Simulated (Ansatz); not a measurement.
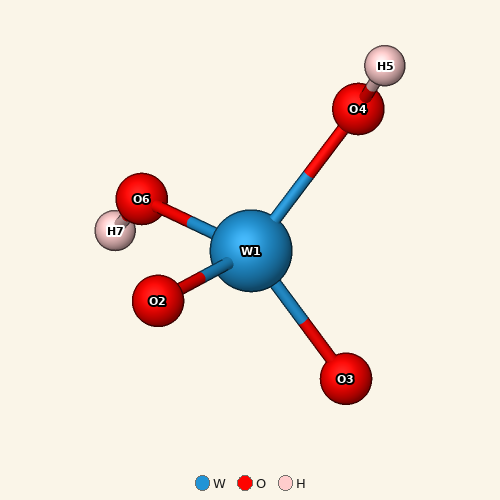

The system is WO2(OH)2 (H2O4W); the picture shows the reference structure. Coordinates scanned: (1) dihedral O6–W1–O4–H5; (2) dihedral O4–W1–O6–H7. Nothing is relaxed (all other coordinates rigid). Grid: 18 × 18 points; 171 points were computed and 153 follow by symmetry. Points are written as (first, second). Energies are in cm⁻¹, from the lowest grid point. Computed with Ansatz 0.2.0, RHF/def2-SVP.

Its coordinates:

```xyz
7

W     0.2732    0.0666    0.2098
O     0.1950    0.5018    1.8283
O     1.8924    0.0069   -0.2256
O    -0.6152    1.3379   -0.8361
H    -0.9806    2.2044   -0.7447
O    -0.5142   -1.6132   -0.0308
H    -0.2506   -2.5044   -0.2009
```

Range: dihedral O6–W1–O4–H5 from −180 to 160°; dihedral O4–W1–O6–H7 from −180 to 160°.

### What will the energy surface look like?

The lowest grid point is at (−140°, −140°); the map holds 2 wells of about this depth. The highest grid point, (0°, 0°), lies 3215 cm⁻¹ above the lowest. On the interpolated surface the easiest way out of the lowest well to a well of about the same depth near (140°, 140°) passes a barrier of about 82 cm⁻¹, counted from the interpolated bottom of the well. Round the minimum the contours are nearly round: the two directions are equally stiff and uncoupled.

| dihedral O4–W1–O6–H7 ↓, dihedral O6–W1–O4–H5 → | −180 | −140 | −100 | −60 | −20 | 20 | 60 | 100 | 140 |
| --- | --- | --- | --- | --- | --- | --- | --- | --- | --- |
| 140 | 63 | 77 | 194 | 649 | 1180 | 1166 | 599 | 105 | 0 |
| 100 | 169 | 188 | 327 | 820 | 1370 | 1326 | 715 | 207 | 105 |
| 60 | 646 | 638 | 815 | 1443 | 2113 | 2041 | 1303 | 715 | 599 |
| 20 | 1203 | 1173 | 1370 | 2118 | 2945 | 2902 | 2041 | 1326 | 1166 |
| −20 | 1209 | 1171 | 1337 | 2058 | 2914 | 2945 | 2113 | 1370 | 1180 |
| −60 | 656 | 609 | 731 | 1325 | 2058 | 2118 | 1443 | 820 | 649 |
| −100 | 175 | 111 | 218 | 731 | 1337 | 1370 | 815 | 327 | 194 |
| −140 | 63 | 0 | 111 | 609 | 1171 | 1173 | 638 | 188 | 77 |
| −180 | 90 | 63 | 175 | 656 | 1209 | 1203 | 646 | 169 | 63 |

The table holds every second grid line.

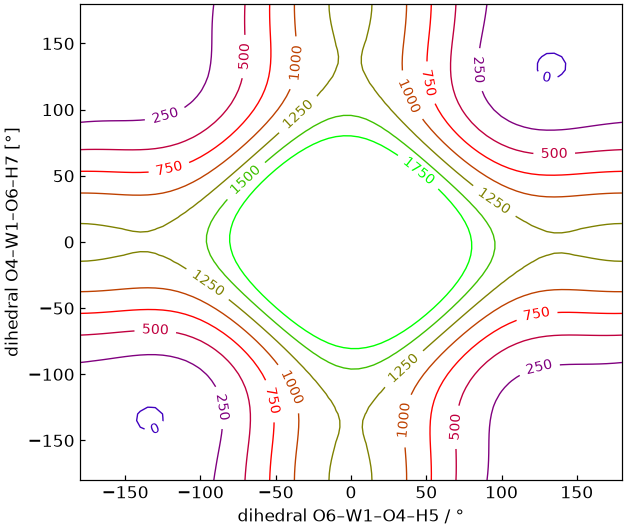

The picture shows contour lines labelled in cm⁻¹ (none above 1750). Between grid points the surface is interpolated.

The whole map (171 points run) took 11 min on 1 thread of Arm Neoverse N1, with other jobs on the host.
